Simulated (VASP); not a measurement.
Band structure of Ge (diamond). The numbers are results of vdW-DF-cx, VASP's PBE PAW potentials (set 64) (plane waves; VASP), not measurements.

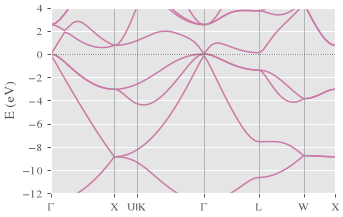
Fig. 1. Bands along high-symmetry lines, zero at the valence-band maximum or, without a gap, the Fermi level

### Question
Read the plot: is there a gap, and where are the band edges?

### Answer
It has no gap at this level: it comes out as a metal or semimetal. (Edges off the drawn lines would not show.)

Measured: gap 0.79 eV (computed value off by -0.79 eV), as given by Anna Miglio et al., npj Computational Materials (2020), arXiv:2011.12765 [measured zero-point renormalisation of 52 meV added back].

The compound is Ge in the diamond structure. It was relaxed first.
